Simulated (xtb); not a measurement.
**Run report: C2H4AlFO (charge −1), molecular dynamics (part 4 of 4)**

C2H4AlFO, charge −1, multiplicity 2; GFN2-xTB, GBSA solvent n-hexane (xtb 6.7.1). The geometry is that of the parent species in another charge or spin state.

Geometry of the input (Å):
```
C  -1.8373  -0.0391  0.0440
Al 0.0785  -0.5791  -0.2569
O  1.6669  -0.5798  -1.1529
C  1.9558  0.0232  0.0544
F  2.1399  1.3915  0.0861
H  -2.0052  -0.2016  1.1177
H  -2.5237  -0.5629  -0.6234
H  -1.9603  1.0507  -0.1283
H  2.4854  -0.5029  0.8594
```

Trajectory as extended XYZ, continued
```
9
Properties=species:S:1:pos:R:3 step=4 time_fs=120.0 energy=-445.25115
C    -1.6524    0.0475    0.2090
Al    0.0553   -1.0040   -0.0688
O     1.6736   -0.8204   -0.8986
C     1.7536    0.0198    0.2837
F     1.5918    1.4140   -0.1506
H    -2.3835   -0.5585   -0.2269
H    -1.7979    0.9171   -0.3830
H    -1.8597    0.2667    1.3599
H     2.7817    0.0430    0.6154
9
Properties=species:S:1:pos:R:3 step=5 time_fs=150.0 energy=-445.11501
C    -1.6434    0.1113    0.3379
Al    0.0962   -1.0696   -0.0229
O     1.6489   -0.8408   -0.9057
C     1.7430    0.0432    0.2573
F     1.5673    1.4389   -0.2287
H    -2.2122   -0.4371   -0.6109
H    -1.6394    1.1744   -0.0528
H    -2.2906    0.0471    1.1358
H     2.8261    0.0284    0.6756
9
Properties=species:S:1:pos:R:3 step=6 time_fs=180.0 energy=-445.25575
C    -1.6847    0.0719    0.0601
Al    0.1132   -1.0937    0.1167
O     1.5781   -0.7710   -0.8780
C     1.7646    0.0601    0.2751
F     1.5986    1.4433   -0.3147
H    -2.4622    0.0678   -0.7011
H    -1.2905    1.0045    0.4598
H    -2.2929   -0.3485    1.0132
H     2.8086    0.0195    0.5127
9
Properties=species:S:1:pos:R:3 step=7 time_fs=210.0 energy=-445.28645
C    -1.6383   -0.0428    0.0179
Al    0.0988   -1.0624    0.2204
O     1.4610   -0.8509   -0.8737
C     1.6990    0.1369    0.1829
F     1.6821    1.4859   -0.3094
H    -2.2640    0.5016   -0.7274
H    -1.2871    0.7588    0.6925
H    -2.2514   -0.6525    0.6009
H     2.7915    0.1543    0.3805
9
Properties=species:S:1:pos:R:3 step=8 time_fs=240.0 energy=-445.39006
C    -1.6899   -0.0772    0.1684
Al    0.1409   -1.0698    0.2725
O     1.4521   -0.7285   -0.9277
C     1.7608    0.1205    0.1596
F     1.6771    1.4765   -0.4092
H    -1.6807    0.5365   -0.7769
H    -1.7431    0.7468    0.9188
H    -2.6937   -0.6645    0.2662
H     2.8527   -0.0983    0.4945
9
Properties=species:S:1:pos:R:3 step=9 time_fs=270.0 energy=-445.33261
C    -1.7375   -0.0517    0.2874
Al    0.1399   -1.0795    0.3113
O     1.3976   -0.7897   -0.9454
C     1.7922    0.1708    0.0866
F     1.7405    1.4866   -0.3994
H    -1.3413    0.5228   -0.5515
H    -2.2225    0.6387    1.0069
H    -2.5746   -0.6308   -0.2459
H     2.8448    0.0242    0.3178
```

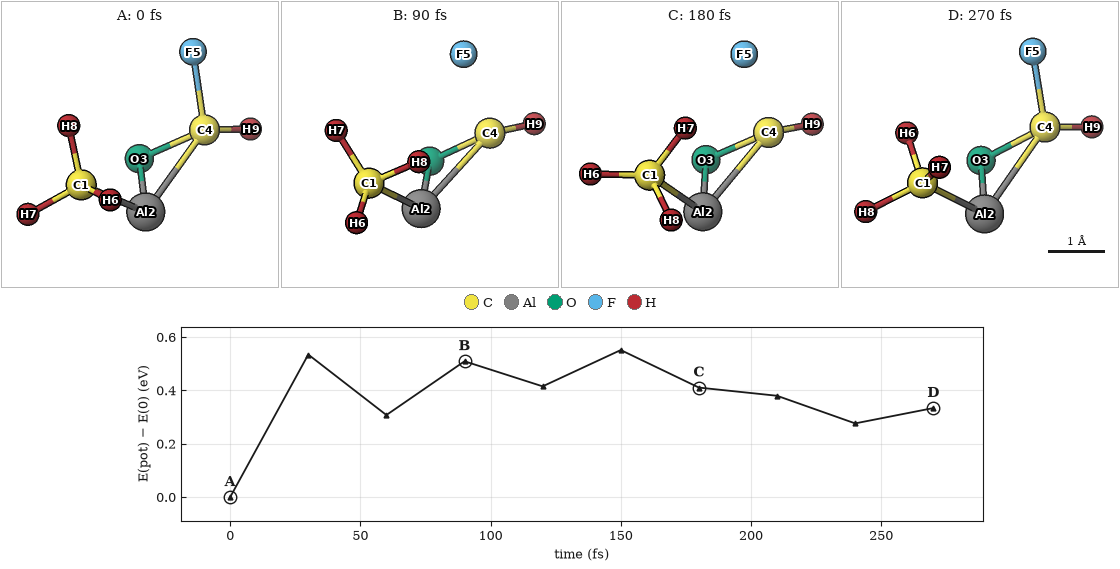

**Figure 1.** Frames of the molecular dynamics (ball-and-stick, seen at a tilt) above the curves, on which the letters mark them. The trajectory kept here has 10 frames over 270 fs. The potential energy ends 0.334 eV above its first value. After an unweighted best fit of the last frame on the first, the root-mean-square displacement is 1.04 Å, and H6 has moved furthest (1.77 Å).

Key numbers

```tsv
quantity	value
outcome	finished
trajectory	10 frames kept, 270 fs
electrons treated	29
potential energy (a single point apart from the frames shown)	−16.377948 hartree
dispersion energy (a single point apart from the frames shown)	−0.004453 hartree
solvation energy (a single point apart from the frames shown)	−0.053748 hartree
basis functions (a single point apart from the frames shown)	30
hardware	1 thread of AMD EPYC (Zen 3), 192 GiB of memory available, shared host
wall time	1.2 s
peak memory	0.079 GiB
```

So short a trajectory is not equilibrated.
